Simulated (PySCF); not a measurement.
C2H6BeS, SMILES [CH3][Be][S]C at its CAM-B3LYP/def2-SVP optimised geometry (Å):

```
10

Be    -0.0975     0.6266     0.0000
C     -1.7667     0.6524    -0.0119
H     -2.1583     1.6613    -0.2313
H     -2.1904     0.3593     0.9648
H     -2.1959    -0.0292    -0.7659
S      1.8056     0.6266     0.0000
C      2.1959    -0.6796     1.2312
H      1.7996    -0.4343     2.2247
H      3.2896    -0.7337     1.3002
H      1.8212    -1.6613     0.9148
```

Calculation: PySCF with CAM-B3LYP/def2-TZVP. Cells within 0.4 Å of a nucleus heavier than hydrogen are left out (blank, or x).

Map of the log10 of the electron density (e/bohr³), floored at −4 on the plane z = 0.0 Å:

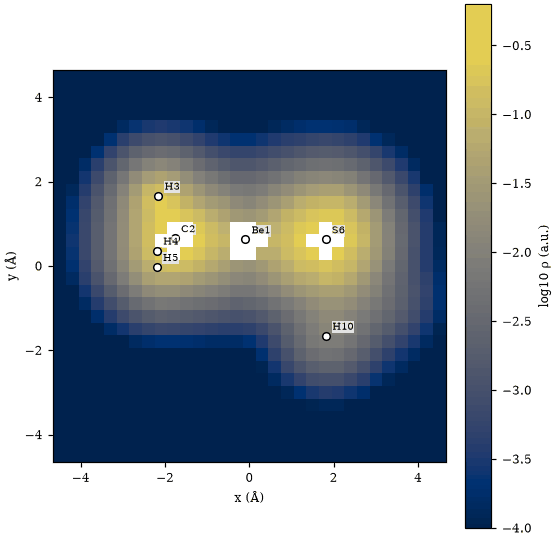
Figure: Log10 of the electron density (e/bohr³), floored at −4 on the plane z = 0.0 Å.
